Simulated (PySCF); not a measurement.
# Co²⁺: dipole response in aug-cc-pVQZ

Aim: the static polarisability and the C₆ coefficient of Co²⁺, method by method.

The numbers are computed with PySCF 2.14.0 (unrestricted determinants in a Gaussian basis, no spin-orbit coupling in the energies), except any that are marked as measured or tabulated.

**1. Starting point**

* Element: cobalt (Z = 27)
* Basis: aug-cc-pVQZ (9s8p6d4f3g2h, 140 functions)
* Hamiltonian: the non-relativistic Hamiltonian (point nucleus)
* State 1: Co²⁺: [Ar] 3d7, high-spin 4F determinant
* Methods: M06-2X

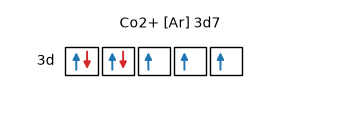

The shells outside the core, filled by Hund's rule for the drawing.

The runs were made by one driver on top of PySCF. The scripts below sum up each run's settings (the driver also hands on starting orbitals that pick excited configurations, and frozen orbitals as a list rather than a count), and the logs come from the driver's own runs. The driver starts from symmetry-adapted Hartree-Fock orbitals, holds the occupation by maximum overlap and uses a logarithmic radial grid for functionals, so a plain start would take other cycles.

The integrals over 140 functions and the set-up took 6.5 s of CPU time.

**2. Co²⁺, at M06-2X**

Level: M06-2X.

File input.py:

```python
from pyscf import gto, scf, dft, mp, cc
import basis_set_exchange as bse
mol = gto.M(atom="Co 0 0 0", charge=2, spin=3, symmetry="D2h",
            basis=gto.basis.parse(bse.get_basis("aug-cc-pVQZ", elements=["Co"], fmt="nwchem")))
mf = dft.UKS(mol, xc="M062X")
mf.irrep_nelec = {'Ag': (5, 4), 'B1g': (1, 1), 'B2g': (1, 0), 'B3g': (1, 0), 'B1u': (2, 2), 'B2u': (2, 2), 'B3u': (2, 2)}
mf.kernel()
```

What it wrote:

```text
damping factor = 0
level_shift factor = 0
DIIS = <class 'pyscf.scf.diis.CDIIS'>
diis_start_cycle = 1
diis_space = 10
diis_damp = 0
SCF conv_tol = 1e-09
SCF conv_tol_grad = None
number electrons alpha = 14  beta = 11
XC functionals = M062X
    Y. Zhao and D. G. Truhlar.,  Theor. Chem. Acc. 120, 215 (2008)
    Y. Zhao and D. G. Truhlar.,  Theor. Chem. Acc. 120, 215 (2008)
cycle= 1 E= -1381.8062958269  delta_E= -0.0112  |g|= 0.0251  |ddm|= 0.969
cycle= 2 E= -1381.80632399779  delta_E= -2.82e-05  |g|= 0.0194  |ddm|= 0.0552
cycle= 3 E= -1381.80637042442  delta_E= -4.64e-05  |g|= 0.00534  |ddm|= 0.00862
cycle= 4 E= -1381.80637381454  delta_E= -3.39e-06  |g|= 0.000278  |ddm|= 0.00327
cycle= 5 E= -1381.80637383487  delta_E= -2.03e-08  |g|= 3.67e-05  |ddm|= 0.00018
cycle= 6 E= -1381.80637383552  delta_E= -6.53e-10  |g|= 2.7e-06  |ddm|= 4.65e-05
converged SCF energy = -1381.80637383552  <S^2> = 3.7551186  2S+1 = 4.0025585
```

It used 97 s of CPU time after the integrals (shared host).

The occupied shells:

```csv
shell,electrons,mean orbital energy (eV),spread (eV),rms radius (bohr)
1s β,1,-7625.2,0,0.0659
1s α,1,-7625.1,0,0.0659
2s α,1,-932.29,0,0.281
2s β,1,-929.87,0,0.281
2p α,3,-813.54,0,0.250
2p β,3,-811.53,0,0.250
3s α,1,-131.04,0,0.844
3s β,1,-127.01,0,0.844
3p α,3,-94.940,0,0.893
3p β,3,-89.680,0.002,0.893
3d α,5,-34.096,0.870,1.14
3d β,2,-30.846,0.001,1.14
```

⟨S²⟩ = 3.755, ⟨L²⟩ = 12.00.

The driver then solved the coupled dipole response at imaginary frequencies: mean α = 3.259 bohr³, C₆ = 9.138 au for a like pair.

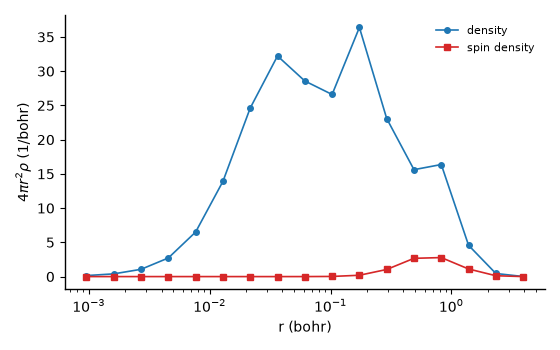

Radial density 4πr²ρ of Co²⁺ at M06-2X, at 17 stored radii joined by straight lines.

**3. Polarisabilities and C₆**

Co²⁺, in atomic units:

```csv
method,mean α,C₆ (like pair),S(−4)
M06-2X,3.259,9.138,5.625
```

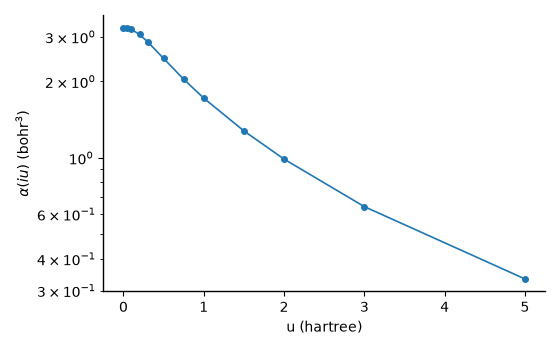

α(iu) of Co²⁺, the polarisability at imaginary frequency, on a logarithmic scale.

**4. Summary of results**

| quantity | value |
| --- | --- |
| α of Co²⁺ | 3.259 (M06-2X) bohr³ |

What this shows: A single London oscillator with the computed α and C₆ of Co²⁺ at M06-2X would have ω = 4 C₆ / (3 α²) = 1.15 hartree. The basis is finite, and no extrapolation was made.
